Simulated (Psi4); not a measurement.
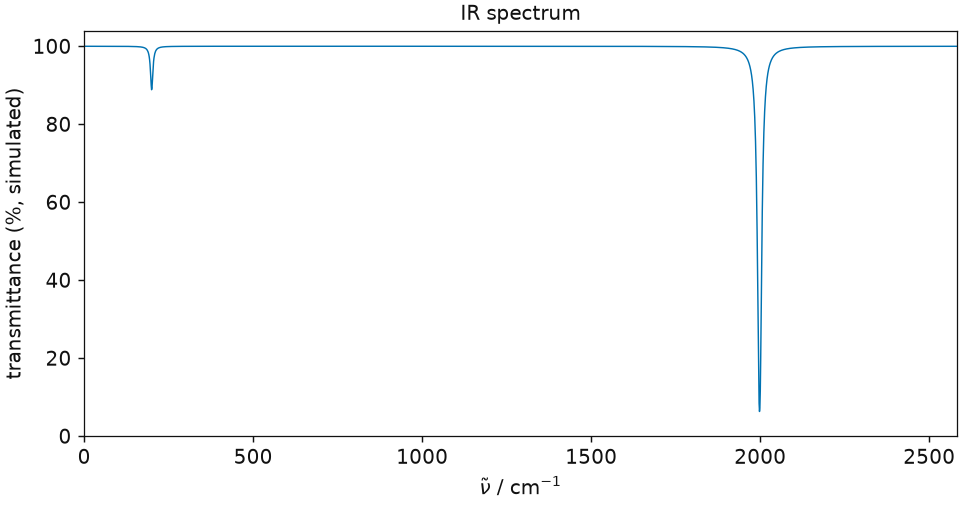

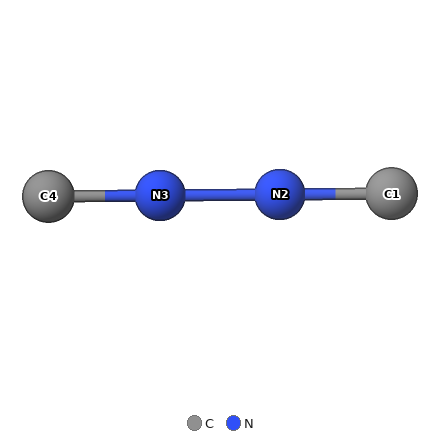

Infrared spectrum of C₂N₂ (bisisocyanide), SMILES [C-]#[N+][N+]#[C-]. Unscaled harmonic wavenumbers and double-harmonic intensities, TPSS/cc-pVTZ (dispersion D4), Psi4, at a geometry relaxed at this level, isolated molecule. Modes within 2 cm⁻¹ of each other count as one line, with their intensities summed. Lorentzian lines of 8 cm⁻¹ full width. Close modes add up in the curve.

Which is the highest mode?

2192.4 cm⁻¹ (0.0 km/mol), a very weak line.

List the modes.

| cm⁻¹ | km/mol |
| --- | --- |
| 199.8 (×2) | 10.8 |
| 371.2 (×2) | 0.0 |
| 944.0 | 0.0 |
| 1998.1 | 250.9 |
| 2192.4 | 0.0 |
